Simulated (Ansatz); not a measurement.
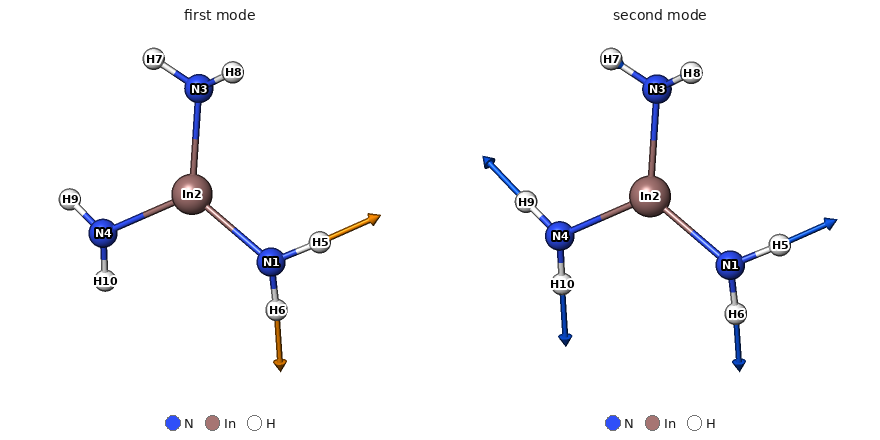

The system is H₆InN₃, charge −1, spin multiplicity 2; the picture shows the reference structure; its two panels give the patterns of the first and the second mode as arrows. 
- First axis: normal mode 20 (3603 cm⁻¹, of the parent). Second axis: normal mode 21 (3603 cm⁻¹, of the parent).
- Nothing is relaxed (straight displacements along the two mass-weighted modes).
- Grid: 13 × 13 points. At 24 points there is no value.
- Points are written as (first, second).
- Energies are in kJ/mol, from the lowest grid point.
- Near the degeneracy a single determinant is a rough description.
- All numbers below come from UKS PBE0-D4/def2-SVPD in Ansatz.

Its coordinates:

```yaml
atoms:
  - { symbol: N, position_ang: [-1.8031, 0.6407, -0.6860] }
  - { symbol: In, position_ang: [-0.0050, -0.0011, 0.0094] }
  - { symbol: N, position_ang: [0.5079, -1.9608, -0.1599] }
  - { symbol: N, position_ang: [1.2226, 1.2878, 0.9893] }
  - { symbol: H, position_ang: [-2.3068, 0.0796, -1.3612] }
  - { symbol: H, position_ang: [-1.9443, 1.6235, -0.8821] }
  - { symbol: H, position_ang: [1.2090, -2.3454, 0.4610] }
  - { symbol: H, position_ang: [-0.2147, -2.6499, -0.3272] }
  - { symbol: H, position_ang: [2.1943, 1.0423, 1.1310] }
  - { symbol: H, position_ang: [1.1400, 2.2832, 0.8256] }
```

Range: normal mode 20 (3603 cm⁻¹, of the parent) from −0.079 to 0.079 amu½·Å; normal mode 21 (3603 cm⁻¹, of the parent) from −0.079 to 0.079 amu½·Å.

Predict the map.

Answer. The lowest grid point is at (0.000 amu½·Å, 0.013 amu½·Å). It is the only kind of minimum in the scanned range. The highest grid point, (−0.079 amu½·Å, −0.079 amu½·Å), lies 37.2 kJ/mol above the lowest.

| second ↓, first → | −0.079 | −0.066 | −0.053 | −0.040 | −0.026 | −0.013 | 0.000 | 0.013 | 0.026 | 0.040 | 0.053 | 0.066 | 0.079 |
| --- | --- | --- | --- | --- | --- | --- | --- | --- | --- | --- | --- | --- | --- |
| 0.079 | 20.9 | 17.6 | 14.8 | 12.7 | 11.2 | 10.3 | 10.0 | 10.3 | 11.2 | 12.7 | 14.8 | 17.4 | 20.7 |
| 0.066 | 18.2 | 14.7 | 11.8 | – | 8.0 | – | 6.7 | – | 7.9 | 9.5 | 11.6 | 14.4 | 17.8 |
| 0.053 | 16.1 | 12.4 | 9.3 | 7.0 | 5.3 | 4.3 | 4.0 | 4.3 | 5.3 | 6.9 | 9.2 | 12.1 | 15.6 |
| 0.040 | 14.6 | – | 7.6 | 5.1 | 3.4 | – | 2.0 | – | 3.3 | – | 7.3 | – | 14.1 |
| 0.026 | 13.9 | 9.8 | 6.5 | 3.9 | 2.1 | 1.0 | 0.6 | 1.0 | 2.0 | 3.8 | 6.2 | 9.4 | 13.3 |
| 0.013 | 13.9 | 9.6 | 6.1 | 3.5 | 1.5 | – | 0.0 | – | 1.4 | – | 5.9 | – | 13.3 |
| 0.000 | 14.6 | 10.2 | 6.5 | 3.7 | 1.7 | 0.5 | 0.1 | 0.5 | 1.6 | 3.6 | 6.3 | 9.8 | 14.0 |
| −0.013 | 16.2 | 11.5 | 7.7 | – | 2.7 | – | 1.0 | – | 2.6 | – | 7.4 | – | 15.5 |
| −0.026 | 18.5 | 13.7 | 9.7 | 6.7 | 4.5 | 3.2 | 2.7 | 3.1 | 4.4 | 6.5 | 9.5 | 13.3 | 17.9 |
| −0.040 | 21.8 | 16.7 | 12.6 | – | 7.1 | 5.8 | 5.3 | – | 7.1 | 9.3 | 12.4 | – | 21.2 |
| −0.053 | 25.9 | 20.7 | 16.3 | 13.0 | 10.7 | 9.2 | 8.8 | 9.2 | 10.6 | 12.9 | 16.2 | 20.4 | 25.5 |
| −0.066 | 31.1 | – | 21.1 | – | 15.2 | 13.7 | 13.2 | – | 15.1 | – | 21.0 | 25.4 | 30.7 |
| −0.079 | 37.2 | 31.4 | 26.8 | 23.2 | 20.6 | 19.1 | 18.6 | 19.1 | 20.6 | 23.2 | 26.7 | 31.3 | 36.9 |

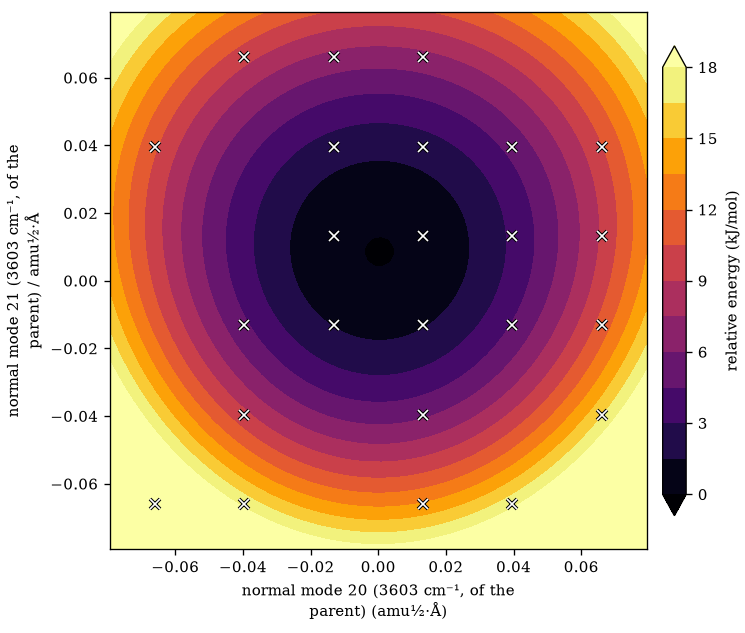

In the figure: filled contours, crosses at grid points without a value, one colour for all values above the top of the scale. Between grid points the surface is interpolated.

Time for the 145 points that were run: 39 min on 1 thread of Intel(R) Xeon(R) Platinum 8375C CPU @ 2.90GHz (Ice Lake), on a shared host.
